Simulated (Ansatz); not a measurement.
## W (Tungsten, Im-3m): a volume series of phonon spectra

Aim: how the vibrations of W (Tungsten) shift with volume, and the expansion that follows.

Program: Ansatz 0.2.0. Level of theory: DFT PBEsol, scalar-relativistic, plane waves, PAW; PAW set soft_1. Results are calculated unless marked as measured.

**1. The structure**

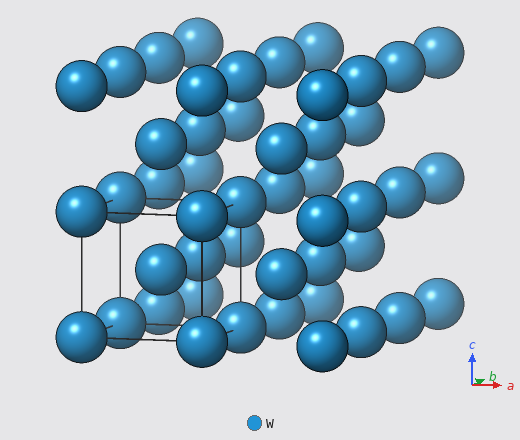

The cell as given, slightly off an axis (tungsten blue). 2×3×2 cells are drawn. This picture shows the conventional cell, with its axes. Some periodic images of atoms are drawn too.

**2. Probe on a coarse mesh**

A cheap single point shows whether the cell is a metal or an insulator and how far it is from rest; that sets the k-mesh and the occupations of what follows.

Input file input.yaml:

```yaml
crystal:
  lattice:
    - [-1.582345, 1.582345, 1.582345]
    - [1.582345, -1.582345, 1.582345]
    - [1.582345, 1.582345, -1.582345]
  atoms:
    - { symbol: W, position: [0.0, 0.0, 0.0] }
kpoints:
  mp_grid: { grid: [8, 8, 8] }
hamiltonian:
  xc: pbesol
  pseudopotentials: { kind: paw, azcp: { folder: soft_1 }, xc_functional: pbe }
scf:
  occupations: { method: gaussian, width: 0.1 }
  lower_state_search: "off"
output:
  forces: true
  stress: true
  eigenvalues: true
```

The run is started by

```sh
ansatz run input.yaml --threads 8 --pin off --max-ram 16384MiB --backend cpu --events-out ev --progress --plain --runs-dir out
```

Numbers of over 12 decimals in the logs are rounded to 6 here.

Log:

```text
Engine: ansatz 0.2.0, aarch64-unknown-linux-gnu
Pseudopotentials: kind: paw
Pseudopotential: W, paw, valence charge 14, recommended cutoff 420 eV (normal), soft_1/W.paw.azcp
Functional definition: PBEsol
  exchange = pbesol_x
  correlation = pbesol_c
Crystal: 1 atoms, lattice volume = 15.848 Å³
Basis set: ecut = 420 eV, 321 PW (Γ), exchange–correlation on 40×40×40 points (8 copies of the dense FFT grid, shifted against one another)
Bands: 11, of which v1, the nominal top of the filled ones, is band 7 counted from 1 (6 counted from 0)
Symmetry: 48 space group operations
Space group: Im-3m (ITA 229), of the structure as read, at distance tolerance 2.5e-5 Å
k-points: 29 of 512
Non-local potential: W, projectors of the file, l = 0: 3, l = 1: 2, l = 2: 2, l = 3: 1
PAW form: soft (Blöchl's): semilocal exchange-correlation on the pseudo side does not see the compensation charge
PAW frozen core: W, regenerated for the run's functional, and the local potential with it (the file was generated under x = pbe(κ = 0.804, μ = 0.219515), c = pbe(β = 0.066725))
PAW one-centre angular grid: W, 590 points (default); XC on 64 Gauss nodes
Initial density: superposition of atomic densities (chi_scale 0.1, normalization cell)
Initial wavefunctions: pseudopotential atomic-orbital guess
Functional: x = pbesol(κ = 0.804, μ = 0.123457), c = pbesol(β = 0.046)
SCF iter   1: F=—  HF=-10257.801376 eV  |F-HF|=—  |Δ(HF+E_count)|=         —  Δρ=6.44e-2  dr2=5.51e-1  ethr=3.10e-3  ⟨swp⟩=5.0  Hψ=1667  notcnv=0
preconditioner: auto → none  [insulator: Δε(μ)=0.494 eV  Ē_g=9.276 eV  σ=0.100 eV  W_gap=1.00  n_scr=0 (ndim 8)  ℏωp=22.8 eV  f_vac=0.000  D(μ)=0.00/eV (n_scr^D=0)  ε∞_Penn≈7.1]
SCF iter   2: F=—  HF=-10257.591436 eV  |F-HF|=—  |Δ(HF+E_count)|=   2.10e-1  Δρ=2.35e-2  dr2=3.75e-2  ethr=3.10e-3  ⟨swp⟩=2.8  Hψ=761  notcnv=0  defer=4
SCF iter   3: F=—  HF=-10257.581493 eV  |F-HF|=—  |Δ(HF+E_count)|=   9.94e-3  Δρ=6.65e-3  dr2=2.14e-3  ethr=2.68e-4  ⟨swp⟩=2.6  Hψ=441  notcnv=0  defer=4
SCF iter   4: F=—  HF=-10257.581018 eV  |F-HF|=—  |Δ(HF+E_count)|=   4.75e-4  Δρ=2.04e-4  dr2=1.34e-6  ethr=1.53e-5  ⟨swp⟩=1.0  Hψ=315  notcnv=0  defer=4
SCF iter   5: F=—  HF=-10257.581016 eV  |F-HF|=—  |Δ(HF+E_count)|=   2.56e-6  Δρ=3.16e-5  dr2=4.17e-8  ethr=7.14e-10  ⟨swp⟩=6.1  Hψ=1596  notcnv=0
SCF iter   6: F=-10257.581016 eV  HF=-10257.581016 eV  |F-HF|=1.26e-10  |Δ(HF+E_count)|=   8.29e-9  Δρ=1.56e-6  dr2=1.77e-10  ethr=2.98e-10  ⟨swp⟩=2.0  Hψ=985  notcnv=0
SCF 1 converged in 6 iterations: F = -10257.581016 eV  dr2 = 1.77e-10
  greatest PAW one-centre occupation: 0.999 electrons in one spin orbital (limit 2), on the W atom at site 0 (counted from 0), in its partial waves of l = 0
SCF converged after 6 iterations
Free energy (F): -10257.581016 eV
Harris-Foulkes:  -10257.581016 eV  (|F-HF|=1.26e-10)
Internal energy: -10257.581014 eV  (E = F + TS)
E sigma→0 (E₀):  -10257.581015 eV
Entropy (-TS):   -0.000002 eV (-0.002 meV/atom)
Fermi energy:    22.027186 eV
--- Per-component energies (eV) ---
  E_band       = -86.307361
  E_kinetic    = 421.676259
  E_local      = -543.838969  (includes V_loc(G=0)·N_el)
  E_nonlocal   = -22.847756
  E_hartree    = 227.234191
  E_xc         = -265.979198
  E_vxc        = -231.199943  (∫ρ·V_xc dr)
  E_paw        = -8451.278870  (= ΣΔE_a)
  E_vpaw       = -164.565785  (= ΣTr[D̂ρ^β])
  E_aug_tail   = 0.000148  (compensation charges beyond the density's cutoff)
  E_ewald      = -1622.768677
  E_core_change = 0.221858  (= ΣΔE_core)
  E_smearing   = -0.000002  (= −TS)
  E_closure    = -0.000000  (closes the sum)
  Σ components = -10257.581016   (vs F -10257.581016, Δ=0.00e0)
--- Forces (eV/Å), atoms counted from 1 ---
  atom   1  W     -0.00000000    -0.00000000     0.00000000
  max |Σ_I F_I| component: 4.52e-32 eV/Å
--- Stress (GPa, compression-positive) ---
       -2.670297       0.000000       0.000000
       -0.000000      -2.670297       0.000000
       -0.000000       0.000000      -2.670297
  P = ⅓ Tr σ = -2.6703 GPa (-26.703 kbar)
--- Band table (eV; the first three rows and the last of 29) ---
  k-point 0: bands = [... 3 lower, -15.4081, 12.6022, 21.0146, 21.0146, 21.0146, 24.4830, 24.4830, 36.7697]
  k-point 1: bands = [... 3 lower, -15.4091, 13.3351, 20.5885, 20.8704, 21.7424, 23.9449, 24.5025, 37.3095]
  k-point 2: bands = [... 3 lower, -15.4117, 15.0258, 19.7027, 20.3973, 23.7948, 23.8677, 24.6820, 36.9991]
  k-point 28: bands = [... 3 lower, -16.3175, 16.3970, 16.3970, 27.4346, 27.4346, 27.4346, 30.5056, 30.5056]
```

Elapsed: 0.31 s, on 8 threads of Arm Neoverse V1, shared host; peak memory 0.26 GiB.

In the SCF lines HF is the Harris–Foulkes energy and dr2 the Hartree energy of the density residual, in eV; the loop may stop once dr2 is under the threshold and the program's other checks hold. Hψ counts applications of the Hamiltonian.

Numbers from this step:

```
pressure          : -2.670 GPa
volume per atom   : 15.85 Å³/atom
gap on the k-mesh : 0 eV
```

The start is under -2.7 GPa at this level and looks like a metal on this mesh.

**3. Relaxation**

Phonons are second derivatives about a minimum, so cell and atoms are relaxed first, inside the symmetry of the start.

input.yaml, the sections that differ from step 2:

```yaml
kpoints:
  mp_grid: { grid: [18, 18, 18] }
output:
  forces: true
  stress: true
  eigenvalues: true
  write_density: true
  write_potential: true
  elf: true
  volumetric_format: npy
relax:
  adjacent_minimum: "off"
  f_tol: 0.005
  max_steps: 80
  cell: { stress_tol: 0.05 }
# crystal, hamiltonian, scf: as in step 2
```

Log:

```text
[...]
Crystal: 1 atoms, lattice volume = 15.848 Å³
Basis set: ecut = 420 eV, 321 PW (Γ), exchange–correlation on 40×40×40 points (8 copies of the dense FFT grid, shifted against one another)
Bands: 11, of which v1, the nominal top of the filled ones, is band 7 counted from 1 (6 counted from 0)
Symmetry: 48 space group operations
[...]
k-points: 195 of 5832
[...]
SCF iter   1: F=—  HF=-10257.798881 eV  |F-HF|=—  |Δ(HF+E_count)|=         —  Δρ=6.40e-2  dr2=5.60e-1  ethr=3.10e-3  ⟨swp⟩=5.0  Hψ=11174  notcnv=0
[...]
SCF iter   6: F=-10257.577684 eV  HF=-10257.577684 eV  |F-HF|=1.06e-10  |Δ(HF+E_count)|=   2.72e-9  Δρ=1.08e-6  dr2=1.50e-10  ethr=2.40e-10  ⟨swp⟩=4.4  Hψ=9828  notcnv=0
SCF 1 converged in 6 iterations: F = -10257.577684 eV  dr2 = 1.50e-10
[...]
relax step   1: F+E_penalty+E_count = -10257.57768418 eV  Δ(F+E_penalty+E_count) = +0.000e0 eV  max|allowed force component| = 0.000e0 eV/Å  Δτ_max = 0.0000 Å  P = -3.091 GPa  Ω = 15.848 Å³  (6 SCF iters, dr2 threshold 1.00e-7 eV, accepted)
Crystal: 1 atoms, lattice volume = 15.277 Å³
[...]
iter 1 solved again at ethr=4.10e-7 eV; its pass at ethr=3.10e-3 eV (dr2=5.74e-5 eV) is discarded
[...]
SCF iter   3: F=-10257.567502 eV  HF=-10257.567502 eV  |F-HF|=2.29e-9  |Δ(HF+E_count)|=   2.91e-5  Δρ=1.24e-5  dr2=7.52e-9  ethr=7.14e-10  ⟨swp⟩=6.5  Hψ=11313  notcnv=0
SCF 2 converged in 3 iterations: F = -10257.567502 eV  dr2 = 7.52e-9
relax step   2: F+E_penalty+E_count = -10257.56750209 eV  Δ(F+E_penalty+E_count) = +1.018e-2 eV  max|allowed force component| = 0.000e0 eV/Å  Δτ_max = 0.0000 Å  P = +9.360 GPa  Ω = 15.277 Å³  energy of the carried Pulay correction = +2.873e-4 eV  (3 SCF iters, dr2 threshold 1.00e-7 eV, rejected (line search))
Crystal: 1 atoms, lattice volume = 15.702 Å³
[...]
SCF iter   6: F=-10257.579234 eV  HF=-10257.579234 eV  |F-HF|=1.82e-12  |Δ(HF+E_count)|=  3.64e-12  Δρ=6.16e-8  dr2=2.82e-13  ethr=1.00e-12  ⟨swp⟩=4.1  Hψ=7068  notcnv=0
SCF 3 converged in 6 iterations: F = -10257.579234 eV  dr2 = 2.82e-13
relax step   3: F+E_penalty+E_count = -10257.57923357 eV  Δ(F+E_penalty+E_count) = -1.549e-3 eV  max|allowed force component| = 0.000e0 eV/Å  Δτ_max = 0.0000 Å  P = -0.135 GPa  Ω = 15.702 Å³  energy of the carried Pulay correction = +7.233e-5 eV  (6 SCF iters, accepted)
[...]
relax step   4: F+E_penalty+E_count = -10257.57923956 eV  Δ(F+E_penalty+E_count) = -5.989e-6 eV  max|allowed force component| = 0.000e0 eV/Å  Δτ_max = 0.0000 Å  P = +0.002 GPa  Ω = 15.695 Å³  energy of the carried Pulay correction = +7.561e-5 eV  (2 SCF iters, dr2 threshold 4.53e-8 eV, accepted)
[...]
SCF iter   4: F=-10257.579165 eV  HF=-10257.579165 eV  |F-HF|=3.64e-12  |Δ(HF+E_count)|=  7.28e-12  Δρ=1.38e-7  dr2=6.39e-13  ethr=1.00e-12  ⟨swp⟩=4.9  Hψ=7400  notcnv=0
SCF 5 converged in 4 iterations: F = -10257.579165 eV  dr2 = 6.39e-13
relax step   5: F+E_penalty+E_count = -10257.57916467 eV  Δ(F+E_penalty+E_count) = +7.489e-5 eV  max|allowed force component| = 0.000e0 eV/Å  Δτ_max = 0.0000 Å  P = +0.001 GPa  Ω = 15.695 Å³  stress off target by 8.47e-4 GPa  SCF on the basis re-selected at this cell (its energy is not comparable with the rows above)  (4 SCF iters)
basis re-selected at this cell: Δ(F+E_penalty+E_count) = +7.489e-5 eV, ΔP = -0.002 GPa vs the last step (what re-selecting the basis moved, of the pressure what is left beyond the Pulay correction that the steps carried, after the strain that the cell walked since its last selection, with what the two solves' SCF thresholds leave and, on support functions, any second-order correction that the steps lacked; it is no measure of the basis error at this ecutwfc). This SCF's stress stands 8.47e-4 GPa from its target on what of the cell is left free (relax.cell.stress_tol is 5.00e-2 GPa) and its largest allowed force component is 0.00e0 eV/Å (relax.f_tol is 5.00e-3 eV/Å): [rest of the remark cut]
SCF converged after 4 iterations
Free energy (F): -10257.579165 eV
[...]
Internal energy: -10257.575739 eV  (E = F + TS)
E sigma→0 (E₀):  -10257.577452 eV
Entropy (-TS):   -0.003426 eV (-3.426 meV/atom)
Fermi energy:    22.494046 eV
[...]
--- Stress (GPa, compression-positive) ---
        0.000847      -0.000000      -0.000000
        0.000000       0.000847       0.000000
       -0.000000       0.000000       0.000847
  P = ⅓ Tr σ = 0.0008 GPa (0.008 kbar)
--- Band table (eV; the first three rows and the last of 195) ---
  k-point 0: bands = [... 3 lower, -15.1342, 12.7941, 21.2417, 21.2417, 21.2417, 24.7532, 24.7532, 37.0371]
  k-point 1: bands = [... 3 lower, -15.1345, 12.9465, 21.1490, 21.2219, 21.3890, 24.6026, 24.7545, 37.1675]
  k-point 2: bands = [... 3 lower, -15.1351, 13.3861, 20.8929, 21.1344, 21.8261, 24.2813, 24.7659, 37.4966]
  k-point 194: bands = [... 3 lower, -16.0718, 16.5652, 16.5652, 27.7497, 27.7497, 27.7497, 30.8290, 30.8290]
--- Relaxed structure (4 steps of the walk, 3 accepted, 1 SCFs on fresh bases) ---
  F+E_penalty+E_count = -10257.57916467 eV   max|allowed force component| = 0.000e0 eV/Å   (the final SCF, on the basis selected at the relaxed cell)
  cell:  # Å, volume = 15.6954 Å³
    - [-1.577263, 1.577263, 1.577263]
    - [1.577263, -1.577263, 1.577263]
    - [1.577263, 1.577263, -1.577263]
  atoms:
    - { symbol: W, position: [0.0, 0.0, 0.0] }
```

It took 2 s on 8 threads; peak memory 0.33 GiB; 12 s of CPU time.

Step by step:

| step | energy less that of the first step (eV) | largest force component (eV/Å) | pressure (GPa) | volume (Å³) |
| --- | --- | --- | --- | --- |
| 1 | 0.0000 | 0.0000 | -3.09 | 15.85 |
| 2 | 0.0102 | 0.0000 | 9.36 | 15.28 |
| 3 | -0.0016 | 0.0000 | -0.13 | 15.70 |
| 4 | -0.0016 | 0.0000 | 0.00 | 15.70 |
| 5* | -0.0015 | 0.0000 | 0.00 | 15.70 |

Relaxation steps marked * repeat the geometry before them on a plane-wave basis chosen anew for their cell, so energy and pressure can jump there. Relaxation step 2 was tried and not accepted.

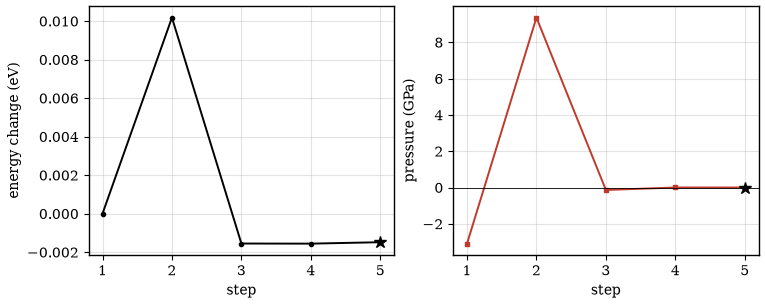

Energy and pressure along the relaxation. Stars mark steps on a basis chosen anew.

| conventional cell, symmetrised | before | after | change |
| --- | --- | --- | --- |
| a (Å) | 3.165 | 3.155 | -0.3 % |
| b (Å) | 3.165 | 3.155 | -0.3 % |
| c (Å) | 3.165 | 3.155 | -0.3 % |
| volume (Å³/atom) | 15.85 | 15.70 | -1.0 % |

The relaxed structure:

```
W
1.0
    -1.57726    1.57726    1.57726
     1.57726   -1.57726    1.57726
     1.57726    1.57726   -1.57726
W
1
Cartesian
  0.0000 0.0000 0.0000
```

Numbers from this step:

```yaml
pressure: 8.47e-4 GPa
volume_per_atom: 15.70 Å³/atom
```

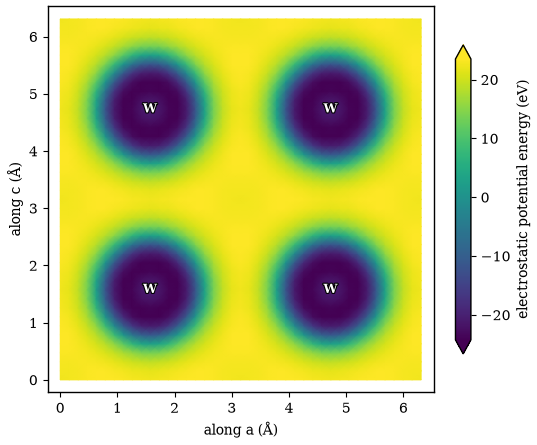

Electrostatic potential energy in the ac plane of the conventional cell at fractional y = 0.000, with atoms of W within 0.2 Å of it. With pseudopotentials it is smooth inside the atoms' cores, unlike the true potential. The map starts off the cell's origin, so that atoms lie inside it.

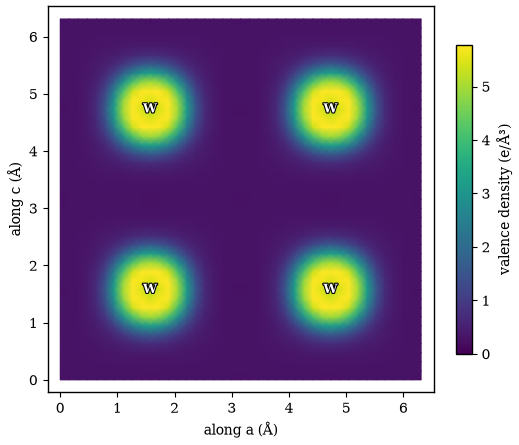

Valence density in the ac plane of the conventional cell at fractional y = 0.000, with atoms of W within 0.2 Å of it. It is the smooth field of the valence electrons, not physical close to the nuclei. The map starts off the cell's origin, so that atoms lie inside it.

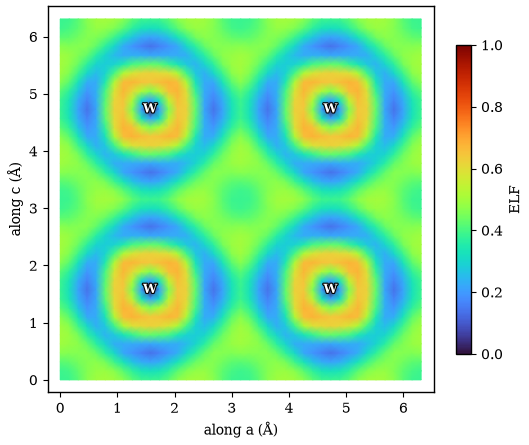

ELF in the ac plane of the conventional cell at fractional y = 0.000, with atoms of W within 0.2 Å of it. It is the smooth field of the valence electrons, not physical close to the nuclei. The map starts off the cell's origin, so that atoms lie inside it.

The relaxation ends with a pressure of 0.00 GPa.

**4. Relaxing to small residual forces and stress**

The relaxation is repeated with tighter thresholds on force and stress, since phonons are sensitive to what is left; a change of mesh or smearing in the input moves the cell too.

Input file input.yaml:

```yaml
crystal:
  lattice:
    - [-1.5772634999, 1.5772634999, 1.5772634999]
    - [1.5772634999, -1.5772634999, 1.5772634999]
    - [1.5772634999, 1.5772634999, -1.5772634999]
  atoms:
    - { symbol: W, position: [0.0, 0.0, 0.0] }
kpoints:
  mp_grid: { grid: [20, 20, 20] }
hamiltonian:
  xc: pbesol
  pseudopotentials: { kind: paw, azcp: { folder: soft_1 }, xc_functional: pbe }
scf:
  occupations: { method: methfessel_paxton, width: 0.2 }
  lower_state_search: "off"
output:
  forces: true
  stress: true
  eigenvalues: true
relax:
  adjacent_minimum: "off"
  f_tol: 0.001
  max_steps: 60
  cell: { stress_tol: 0.01 }
```

Log:

```text
[...]
Crystal: 1 atoms, lattice volume = 15.695 Å³
Basis set: ecut = 420 eV, 321 PW (Γ), exchange–correlation on 40×40×40 points (8 copies of the dense FFT grid, shifted against one another)
Bands: 11, of which v1, the nominal top of the filled ones, is band 7 counted from 1 (6 counted from 0)
Symmetry: 48 space group operations
[...]
k-points: 256 of 8000
[...]
k-point 255: bands = [... 3 lower, -16.0767, 16.5665, 16.5665, 27.7475, 27.7475, 27.7475, 30.8327, 30.8327]
--- Relaxed structure (3 steps of the walk, 2 accepted, 1 SCFs on fresh bases) ---
[...]
cell:  # Å, volume = 15.6931 Å³
    - [-1.577187, 1.577187, 1.577187]
    - [1.577187, -1.577187, 1.577187]
    - [1.577187, 1.577187, -1.577187]
  atoms:
    - { symbol: W, position: [0.0, 0.0, 0.0] }
[key lines of the parts left out:]
SCF converged after 3 iterations
Free energy (F): -10257.586213 eV
Fermi energy:    22.558439 eV
P = ⅓ Tr σ = -0.0003 GPa (-0.003 kbar)
```

The job ended after 1.9 s (8 threads; peak memory 0.34 GiB).

Little changed from the start: no atom moved by 0.005 Å and no cell edge by 0.1 %.

This step gave:

| Item | Value |
| --- | --- |
| pressure | -2.71e-4 GPa |
| volume per atom | 15.69 Å³/atom |

The residual pressure is -2.7e-4 GPa, small enough for phonons.

(Continued in part 2 of 3.)

[Logs are printed without paths, hosts, clocks, repeated set-up lines and the standing remarks that a program may print on its own settings, such as how far it seeks lower states.]

[Hosts, paths, dates, database ids (printed as entryN), source tags and the programs' standing remarks are cut or masked in the printed files.]

[A step with changed settings may run another functional than the one named; its input shows which.]

[Of the runs on displaced cells, only some may be shown.]
